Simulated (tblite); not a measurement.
## Run report: C5H15NP2Si, geometry relaxation (part 1 of 3)

C5H15NP2Si, computed with GFN2-xTB geometry optimisation, gas phase (tblite 0.8.0).

It belongs to a series of runs on one base structure; here: H on C replaced by NMe2.

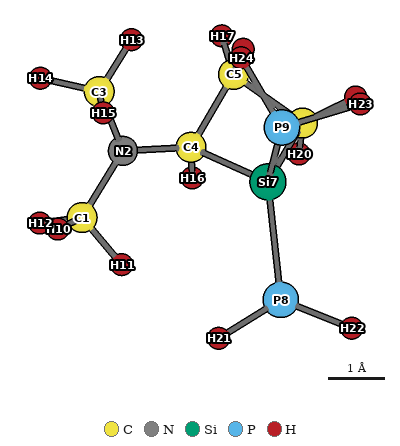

*The input geometry (ball-and-stick view, seen on its broad side; atoms are numbered from 1 in the order of the input).*

Bond lengths as drawn: C–C 1.52 to 1.54 Å, C–H 1.09 to 1.14 Å, C–N 1.39 to 1.42 Å, C–Si 1.86 Å, H–P 1.45 to 1.48 Å and P–Si 2.14 to 2.17 Å.

**The input**
```
{"job": {"kind": "relax", "xc": "GFN2-xTB", "basis": "xTB"}, "charge": 0, "multiplicity": 1}
C      1.895500     0.022100    -1.566100
N      1.419300     0.094700    -0.245300
C      1.792500     1.210600     0.542200
C      0.444100    -0.794300     0.204900
C     -0.038300    -0.719600     1.642400
C     -1.298100    -1.443900     1.128800
Si    -1.263100    -0.211400    -0.263200
P     -1.819800    -0.862800    -2.222400
P     -1.837500     1.775900     0.406000
H      2.007700     1.025100    -2.033100
H      1.120700    -0.500400    -2.186300
H      2.813800    -0.591100    -1.698000
H      1.412400     1.267000     1.571000
H      2.888800     1.321400     0.564500
H      1.375000     2.129400     0.008300
H      0.583600    -1.846200    -0.153600
H      0.497300    -1.286600     2.397000
H     -0.390600     0.304400     1.944100
H     -2.189400    -1.311200     1.750400
H     -1.083200    -2.460000     0.743700
H     -1.042600    -0.185000    -3.241900
H     -3.249100    -0.796300    -2.506800
H     -3.129800     1.662000     1.110800
H     -0.920900     2.215800     1.443700
```

The first line tells a small driver script what to run in tblite; the rest is the geometry in Å.

Command:
```bash
OMP_NUM_THREADS=1 python <driver script> task.json out
```

**Output**
```
step      E/eV     max force
  0    -758.95886    2.767
  1    -759.64435    2.207
  2    -760.63651    1.792
  3    -760.98792    1.503
  4    -761.26162    0.770
  5    -761.34242    0.622
  6    -761.44799    0.506
  7    -761.49305    0.451
  8    -761.53732    0.413
  9    -761.55932    0.360
 10    -761.58949    0.380
 11    -761.62108    0.374
 12    -761.64973    0.384
 13    -761.67278    0.381
 14    -761.69647    0.346
 15    -761.71784    0.294
 16    -761.73706    0.373
 17    -761.75194    0.267
 18    -761.76258    0.207
 19    -761.77367    0.271
 20    -761.78753    0.318
 21    -761.80199    0.376
 22    -761.81487    0.260
 23    -761.82511    0.200
 24    -761.83363    0.193
 25    -761.84280    0.304
 26    -761.85162    0.246
 27    -761.85891    0.190
 28    -761.86586    0.168
 29    -761.87277    0.230
 30    -761.87903    0.230
 31    -761.88462    0.203
 32    -761.88967    0.145
 33    -761.89482    0.206
 34    -761.90065    0.265
 35    -761.90674    0.201
 36    -761.91259    0.222
 37    -761.91839    0.195
 38    -761.92303    0.297
 39    -761.92809    0.329
 40    -761.93222    0.191
 41    -761.93756    0.113
 42    -761.93998    0.139
 43    -761.94479    0.156
 44    -761.94739    0.115
 45    -761.94991    0.097
 46    -761.95191    0.090
 47    -761.95373    0.098
 48    -761.95513    0.081
 49    -761.95652    0.104
 50    -761.95832    0.142
 51    -761.96068    0.141
 52    -761.96332    0.095
 53    -761.96592    0.106
 54    -761.96867    0.099
 55    -761.97136    0.129
 56    -761.97432    0.113
 57    -761.97654    0.089
 58    -761.97857    0.104
 59    -761.98020    0.090
 60    -761.98209    0.096
 61    -761.98368    0.087
 62    -761.98524    0.081
 63    -761.98651    0.069
 64    -761.98750    0.072
 65    -761.98819    0.049
 66    -761.98877    0.052
 67    -761.98928    0.045
 68    -761.98978    0.051
 69    -761.99020    0.048
 70    -761.99056    0.048
 71    -761.99091    0.045
 72    -761.99129    0.053
 73    -761.99171    0.049
 74    -761.99221    0.065
 75    -761.99284    0.069
 76    -761.99362    0.059
 77    -761.99453    0.077
 78    -761.99550    0.072
 79    -761.99654    0.089
 80    -761.99787    0.092
 81    -761.99995    0.119
 82    -762.00333    0.187
 83    -762.00825    0.215
 84    -762.01489    0.281
 85    -761.99952    0.567
 86    -762.02416    0.381
 87    -762.02088    0.347
 88    -762.03417    0.176
 89    -762.03943    0.262
 90    -762.04618    0.201
 91    -762.06239    0.215
 92    -762.06348    0.172
 93    -762.06820    0.135
 94    -762.07259    0.270
 95    -762.07808    0.199
 96    -762.08438    0.110
 97    -762.08598    0.110
 98    -762.08804    0.079
 99    -762.09030    0.084
100    -762.09384    0.132
101    -762.09446    0.276
102    -762.09970    0.093
103    -762.10142    0.084
104    -762.10463    0.095
105    -762.10667    0.119
106    -762.10997    0.109
107    -762.11189    0.084
108    -762.11346    0.077
109    -762.11482    0.077
110    -762.11627    0.079
111    -762.11725    0.077
112    -762.11765    0.041
113    -762.11810    0.102
114    -762.11859    0.080
115    -762.11997    0.040
116    -762.12047    0.038
117    -762.12127    0.041
118    -762.12165    0.043
119    -762.12235    0.040
120    -762.12277    0.039
121    -762.12318    0.036
122    -762.12349    0.042
123    -762.12381    0.043
124    -762.12415    0.039
125    -762.12454    0.040
126    -762.12491    0.032
127    -762.12518    0.028
128    -762.12533    0.023
129    -762.12545    0.022
130    -762.12556    0.024
131    -762.12568    0.023
132    -762.12577    0.020
133    -762.12584    0.020
134    -762.12590    0.018
135    -762.12596    0.018
136    -762.12602    0.014
137    -762.12605    0.012
138    -762.12608    0.009
```

**Trajectory as extended XYZ (Å, eV, eV/Å), 20 of the 139 frames kept, from step=0 to step=138**
```
24
Properties=species:S:1:pos:R:3:forces:R:3 step=0 energy=-758.95886
C     1.8955    0.0221   -1.5661   -0.4790  -0.4230  -1.4160
N     1.4193    0.0947   -0.2453    2.2530  -0.2530   1.1280
C     1.7925    1.2106    0.5422    0.0280   1.7690  -0.6990
C     0.4441   -0.7943    0.2049    1.2310   0.7570  -0.5130
C    -0.0383   -0.7196    1.6424   -0.9910  -1.3560  -0.6500
C    -1.2981   -1.4439    1.1288   -1.7100  -0.4090   1.3860
Si   -1.2631   -0.2114   -0.2632   -1.7220   0.3420  -0.9210
P    -1.8198   -0.8628   -2.2224   -0.4780  -1.6760  -2.1490
P    -1.8375    1.7759    0.4060   -0.7420   2.3340   0.3820
H     2.0077    1.0251   -2.0331    0.1970  -0.4730   0.4300
H     1.1207   -0.5004   -2.1863    0.2930   0.2560   0.3300
H     2.8138   -0.5911   -1.6980   -0.1180   0.4850   0.1810
H     1.4124    1.2670    1.5710    0.1920  -0.5360  -0.5020
H     2.8888    1.3214    0.5645   -0.1880   0.0290   0.0960
H     1.3750    2.1294    0.0083    0.4290  -0.3320   0.5630
H     0.5836   -1.8462   -0.1536    0.4300   0.8760   0.4630
H     0.4973   -1.2866    2.3970    0.2340   0.3550   0.1380
H    -0.3906    0.3044    1.9441    0.9300  -1.1630   0.1610
H    -2.1894   -1.3112    1.7504    0.2260  -0.9150   0.3280
H    -1.0832   -2.4600    0.7437   -0.5430   0.4980   0.9100
H    -1.0426   -0.1850   -3.2419   -1.2950   0.0280   0.9480
H    -3.2491   -0.7963   -2.5068    1.4000   0.7350   0.0480
H    -3.1298    1.6620    1.1108    1.4780  -0.2420  -0.2020
H    -0.9209    2.2158    1.4437   -1.0540  -0.6890  -0.4400
24
Properties=species:S:1:pos:R:3:forces:R:3 step=7 energy=-761.49305
C     1.9159    0.0006   -1.5675    0.0710  -0.0150  -0.2410
N     1.6286    0.0176   -0.1474    0.4090   0.1720   0.0820
C     1.8531    1.2754    0.5050    0.0110   0.3160   0.0620
C     0.4423   -0.6914    0.1802    0.3570   0.1250  -0.0600
C    -0.0891   -0.7884    1.6025   -0.2010  -0.1370   0.0500
C    -1.4205   -1.4154    1.1668   -0.1130  -0.0170   0.2160
Si   -1.3665   -0.2034   -0.3550   -0.2500  -0.0230  -0.0110
P    -1.8212   -1.1596   -2.3697   -0.1680   0.3290  -0.0300
P    -1.9049    1.9834    0.2886   -0.0680  -0.3390   0.2010
H     2.0276    1.0079   -1.9883    0.0120  -0.0730   0.2050
H     1.1118   -0.4893   -2.1340    0.0910   0.0160   0.1700
H     2.8431   -0.5559   -1.7515   -0.0670   0.0900   0.0080
H     1.4435    1.2161    1.5106    0.1580   0.0630   0.0390
H     2.9338    1.4435    0.5855   -0.1620   0.0830  -0.0820
H     1.3884    2.1531    0.0051    0.0760  -0.2820  -0.0120
H     0.6387   -1.7146   -0.1603   -0.1960  -0.0170  -0.0790
H     0.5118   -1.3259    2.3413   -0.0560  -0.1520  -0.2390
H    -0.2925    0.2096    2.0039    0.0840  -0.1640   0.1160
H    -2.2324   -1.4316    1.8945    0.1420   0.2070  -0.0090
H    -1.2335   -2.4479    0.8546   -0.1760   0.1790   0.0240
H    -1.2603   -0.1322   -3.1277   -0.1000  -0.1300   0.1720
H    -3.0994   -0.6422   -2.5392    0.1340  -0.0540   0.0840
H    -2.9652    1.6216    1.1327    0.1080  -0.0110  -0.2780
H    -1.0650    2.0886    1.4105   -0.0950  -0.1640  -0.3850
24
Properties=species:S:1:pos:R:3:forces:R:3 step=15 energy=-761.71784
C     1.9634    0.0148   -1.5269    0.0230  -0.0260  -0.0910
N     1.7066    0.0012   -0.0910   -0.0970   0.2570  -0.0780
C     1.8861    1.3055    0.5117   -0.0330   0.0610   0.0310
C     0.4588   -0.6568    0.1782    0.2650  -0.0860   0.0930
C    -0.0711   -0.8444    1.5919   -0.0730  -0.0720   0.1510
C    -1.4487   -1.3726    1.1916   -0.0400  -0.0040   0.0520
Si   -1.3711   -0.2175   -0.3498   -0.0990   0.1270  -0.1410
P    -1.8760   -1.1396   -2.3432   -0.0780   0.0860  -0.1910
P    -1.9586    1.9052    0.1853   -0.0560   0.1470   0.1980
H     2.0504    1.0351   -1.9192   -0.0220  -0.1120   0.0930
H     1.1410   -0.4811   -2.0526    0.0750   0.0680  -0.0620
H     2.8822   -0.5259   -1.7711    0.0100   0.0570   0.1580
H     1.5363    1.2803    1.5430   -0.0070   0.0060  -0.0610
H     2.9511    1.5622    0.5428   -0.1410  -0.1130  -0.1610
H     1.3498    2.1036   -0.0367    0.0110  -0.1010   0.1400
H     0.5806   -1.6677   -0.2199    0.1190  -0.1370  -0.0740
H     0.5136   -1.4941    2.2390    0.0810  -0.0890  -0.0150
H    -0.2185    0.1095    2.1011    0.1780  -0.0020   0.0600
H    -2.2153   -1.2747    1.9595    0.0550   0.0070  -0.1380
H    -1.3709   -2.4138    0.8807   -0.1290  -0.0030   0.1530
H    -1.2856   -0.1076   -3.0655   -0.1510  -0.1110   0.0960
H    -3.1492   -0.6078   -2.4892    0.1570   0.0130   0.0810
H    -3.0101    1.5528    1.0349    0.1320  -0.0040  -0.1570
H    -1.0565    1.9531    1.2467   -0.1810   0.0320  -0.1370
24
Properties=species:S:1:pos:R:3:forces:R:3 step=22 energy=-761.81487
C     1.9918    0.0293   -1.5022    0.0470   0.0210   0.0260
N     1.7000    0.0214   -0.0755   -0.0160  -0.0560   0.0220
C     1.8638    1.3288    0.5159    0.0010  -0.0150  -0.0880
C     0.4968   -0.6939    0.1857   -0.2290   0.0570  -0.1080
C    -0.0298   -0.9149    1.5988   -0.1040  -0.1200   0.0380
C    -1.4556   -1.3275    1.2057   -0.0510  -0.0540   0.1410
Si   -1.3461   -0.2145   -0.3638    0.1370  -0.0420  -0.0520
P    -1.9237   -1.1351   -2.3414   -0.0180   0.0000  -0.0500
P    -2.0053    1.9112    0.1017    0.0650  -0.0930   0.0220
H     2.0722    1.0549   -1.8699    0.0600  -0.0500  -0.0680
H     1.1935   -0.4658   -2.0688    0.1620   0.0340   0.0640
H     2.9350   -0.4939   -1.6784   -0.0440   0.0480  -0.0790
H     1.5887    1.3170    1.5722    0.0760  -0.0500  -0.1670
H     2.9241    1.5772    0.4261   -0.0810   0.1200   0.1180
H     1.2780    2.1068   -0.0057   -0.0440  -0.0490   0.1130
H     0.6351   -1.6865   -0.2615    0.0580   0.0070   0.0760
H     0.5289   -1.6518    2.1734   -0.0080  -0.0860  -0.0010
H    -0.0611    0.0068    2.1853    0.0210  -0.0360  -0.1230
H    -2.2194   -1.1306    1.9511    0.0170   0.1300   0.1060
H    -1.5135   -2.3892    0.9705    0.0860   0.0280  -0.0350
H    -1.3487   -0.0937   -3.0441   -0.0220  -0.0190  -0.0500
H    -3.1727   -0.5544   -2.4164   -0.0250   0.0110   0.0450
H    -3.0372    1.4931    0.9306   -0.0160   0.0360  -0.0380
H    -1.1066    1.9250    1.1522   -0.0710   0.1790   0.0890
24
Properties=species:S:1:pos:R:3:forces:R:3 step=29 energy=-761.87277
C     2.0427    0.0427   -1.4850    0.0190  -0.0220  -0.0370
N     1.7026    0.0274   -0.0700    0.0840  -0.1040   0.0190
C     1.8349    1.3402    0.5108   -0.0380  -0.0080   0.0460
C     0.5146   -0.7318    0.1775   -0.1250   0.0460  -0.1870
C    -0.0092   -0.9938    1.5902    0.0480   0.0250  -0.0430
C    -1.4776   -1.2909    1.2453    0.1360  -0.0300   0.0210
Si   -1.3222   -0.2522   -0.3705    0.1660   0.0710  -0.0050
P    -1.9741   -1.1319   -2.3542   -0.0030  -0.0090   0.0870
P    -2.0029    1.8785    0.0346    0.0020   0.0920  -0.0380
H     2.1240    1.0652   -1.8589    0.0020  -0.0100  -0.0070
H     1.2814   -0.4662   -2.0801    0.0030  -0.0260   0.0010
H     2.9989   -0.4607   -1.6395    0.0250  -0.0120  -0.0130
H     1.6419    1.3021    1.5786   -0.0620  -0.0270   0.0720
H     2.8711    1.6548    0.3725   -0.0590   0.0480   0.0130
H     1.1736    2.0946    0.0501   -0.0430  -0.0700   0.0170
H     0.6965   -1.7133   -0.2718    0.0150  -0.0180  -0.0650
H     0.5109   -1.8073    2.0969   -0.0370   0.0340   0.0340
H     0.0694   -0.0987    2.2015   -0.0520   0.0410   0.0820
H    -2.2013   -0.9745    1.9965    0.1290  -0.0730  -0.0340
H    -1.6123   -2.3525    1.0497   -0.0740   0.0180   0.0670
H    -1.4162   -0.0904   -3.0689    0.0310   0.0140  -0.0270
H    -3.1998   -0.5037   -2.3297   -0.1010  -0.0030  -0.0040
H    -3.0660    1.4652    0.8200   -0.0730   0.0210  -0.0350
H    -1.1925    2.0168    1.1457    0.0060   0.0020   0.0350
24
Properties=species:S:1:pos:R:3:forces:R:3 step=36 energy=-761.91259
C     2.1030    0.0402   -1.4790    0.0080  -0.0310  -0.0220
N     1.7477    0.0025   -0.0652   -0.0750   0.0580  -0.0110
C     1.7885    1.3175    0.5266    0.0030   0.0880   0.0350
C     0.5517   -0.7570    0.1483   -0.0300  -0.0420   0.0570
C     0.0331   -1.0415    1.5642    0.0080  -0.0380   0.0390
C    -1.4555   -1.2626    1.2536    0.0410   0.0280   0.0720
Si   -1.2724   -0.2228   -0.3724   -0.0580  -0.0720   0.1130
P    -2.0266   -1.1081   -2.3198    0.0130  -0.0860   0.0600
P    -1.9956    1.9053   -0.0115    0.0230   0.0860  -0.0770
H     2.1669    1.0620   -1.8556   -0.0050   0.0320   0.0510
H     1.3643   -0.4839   -2.0870   -0.0470  -0.0320  -0.0080
H     3.0679   -0.4434   -1.6273    0.0970  -0.0240   0.0120
H     1.6405    1.2564    1.6008   -0.0420  -0.0770   0.0710
H     2.7761    1.7423    0.3563    0.0570  -0.0100  -0.0090
H     1.0427    2.0160    0.1103   -0.0870  -0.0930  -0.0660
H     0.7327   -1.7272   -0.3264   -0.0570  -0.0010  -0.0240
H     0.5082   -1.8946    2.0479    0.0750   0.0160  -0.0420
H     0.1468   -0.1782    2.2202    0.0280  -0.0050  -0.0840
H    -2.1090   -0.8732    2.0334   -0.0070   0.0370  -0.0720
H    -1.7051   -2.3184    1.1351    0.1140   0.1310  -0.1380
H    -1.4718   -0.1020   -3.0881   -0.0300   0.0340   0.0160
H    -3.2536   -0.4750   -2.2624    0.0240   0.0340   0.0020
H    -3.1142    1.4739    0.6833   -0.0310   0.0300  -0.0190
H    -1.2782    2.0914    1.1564   -0.0200  -0.0620   0.0420
24
Properties=species:S:1:pos:R:3:forces:R:3 step=44 energy=-761.94739
C     2.1553    0.0293   -1.4689    0.0180   0.0170  -0.0080
N     1.7655   -0.0209   -0.0661   -0.0080   0.0180   0.0130
C     1.7286    1.2861    0.5417    0.0080   0.0430   0.0010
C     0.5713   -0.7809    0.1212    0.0160  -0.0480   0.0790
C     0.0903   -1.0792    1.5448   -0.1020   0.0110   0.0320
C    -1.4136   -1.2129    1.2768   -0.0790  -0.0030  -0.0340
Si   -1.2541   -0.1856   -0.3506    0.0520  -0.0180   0.0040
P    -2.0682   -1.1076   -2.2589   -0.0040  -0.0160   0.0360
P    -1.9730    1.9555   -0.0532    0.0330   0.0130  -0.0160
H     2.2037    1.0560   -1.8313   -0.0110   0.0470  -0.0200
H     1.4397   -0.5097   -2.0926    0.0220  -0.0040  -0.0170
H     3.1386   -0.4264   -1.5923    0.0340  -0.0260   0.0020
H     1.6121    1.1868    1.6190    0.0010   0.0220  -0.0040
H     2.6690    1.8001    0.3549    0.0200  -0.0130  -0.0250
H     0.8989    1.9009    0.1492    0.0120   0.0240  -0.0190
H     0.7300   -1.7381   -0.3844   -0.0500  -0.0090  -0.0180
H     0.5567   -1.9579    1.9959   -0.0540   0.0650  -0.0780
H     0.2544   -0.2303    2.2061    0.0730  -0.0310  -0.0160
H    -2.0405   -0.7859    2.0571    0.0330  -0.0900   0.0430
H    -1.7162   -2.2457    1.1233    0.0120  -0.0060   0.0120
H    -1.5387   -0.1207   -3.0672    0.0590   0.0140   0.0020
H    -3.2770   -0.4437   -2.1928   -0.0410  -0.0100   0.0470
H    -3.1620    1.5333    0.5218   -0.0370   0.0400  -0.0430
H    -1.3824    2.1172    1.1881   -0.0080  -0.0400   0.0270
24
Properties=species:S:1:pos:R:3:forces:R:3 step=51 energy=-761.96068
C     2.1773    0.0317   -1.4609   -0.0100   0.0000  -0.0080
N     1.7655   -0.0228   -0.0633   -0.0180   0.0120  -0.0260
C     1.7163    1.2892    0.5383    0.0120  -0.0380  -0.0330
C     0.5671   -0.7823    0.1120    0.0490  -0.0340   0.0730
C     0.0933   -1.0888    1.5355    0.0100  -0.0150   0.0220
C    -1.4138   -1.1996    1.2881   -0.0310   0.0040  -0.0730
Si   -1.2478   -0.1711   -0.3410   -0.1350   0.0020   0.0420
P    -2.0844   -1.1095   -2.2285    0.0000  -0.0200   0.0440
P    -1.9515    1.9772   -0.0709    0.0580  -0.0130   0.1060
H     2.2127    1.0601   -1.8220    0.0300   0.0160  -0.0210
H     1.4800   -0.5141   -2.0980   -0.0090  -0.0340  -0.0070
H     3.1670   -0.4165   -1.5714    0.0090   0.0290   0.0210
H     1.6076    1.1950    1.6177    0.0190   0.0420  -0.0340
H     2.6522    1.8090    0.3358   -0.0590  -0.0100   0.0170
H     0.8706    1.8855    0.1465    0.0750   0.0320   0.0000
H     0.7069   -1.7388   -0.4007    0.0360   0.0320  -0.0480
H     0.5425   -1.9862    1.9567    0.0280  -0.0410   0.0090
H     0.3131   -0.2594    2.2034   -0.0650  -0.0030   0.0270
H    -2.0300   -0.8046    2.0920    0.0290   0.0130   0.0050
H    -1.7166   -2.2291    1.1136    0.0030  -0.0300   0.0030
H    -1.5367   -0.1305   -3.0370   -0.0280   0.0070  -0.0080
H    -3.2919   -0.4407   -2.1400    0.0270   0.0050  -0.0140
H    -3.1875    1.5834    0.4272    0.0250   0.0320  -0.0620
H    -1.4235    2.0826    1.2084   -0.0540   0.0150  -0.0360
24
Properties=species:S:1:pos:R:3:forces:R:3 step=58 energy=-761.97857
C     2.2120    0.0337   -1.4592   -0.0080  -0.0050   0.0610
N     1.7569   -0.0190   -0.0719   -0.0120   0.0560   0.0010
C     1.6970    1.2938    0.5234    0.0140   0.0140   0.0000
C     0.5594   -0.7872    0.0987    0.0780   0.0320   0.0170
C     0.1028   -1.1333    1.5248    0.0780   0.0110  -0.0680
C    -1.4110   -1.2099    1.3099    0.0240   0.0130  -0.0560
Si   -1.2624   -0.1529   -0.2966   -0.0250   0.0060  -0.0340
P    -2.1113   -1.1162   -2.1585   -0.0580   0.0040  -0.0320
P    -1.8855    2.0204   -0.0648    0.0850  -0.0180  -0.0370
H     2.2431    1.0611   -1.8303   -0.0610  -0.0530  -0.0020
H     1.5563   -0.5421   -2.1148    0.0160   0.0130   0.0290
H     3.2209   -0.3819   -1.5259   -0.0260  -0.0070   0.0190
H     1.6053    1.2146    1.6050   -0.0260  -0.0180  -0.0050
H     2.6170    1.8309    0.3073    0.0590  -0.0080   0.0050
H     0.8460    1.8857    0.1385   -0.0170   0.0080  -0.0100
H     0.7066   -1.7193   -0.4566   -0.0590   0.0070   0.0490
H     0.5340   -2.0553    1.9100    0.0790   0.0000   0.0070
H     0.3429   -0.3256    2.2138    0.0070  -0.0450  -0.0100
H    -1.9892   -0.8225    2.1437   -0.0380  -0.0050   0.0030
H    -1.7334   -2.2297    1.1146   -0.0340  -0.0130   0.0200
H    -1.5717   -0.1578   -2.9970    0.0040  -0.0050   0.0050
H    -3.3075   -0.4292   -2.0712   -0.0190  -0.0200  -0.0230
H    -3.2021    1.6992    0.2249   -0.0220   0.0110   0.0130
H    -1.5381    2.0623    1.2735   -0.0390   0.0240   0.0470
```
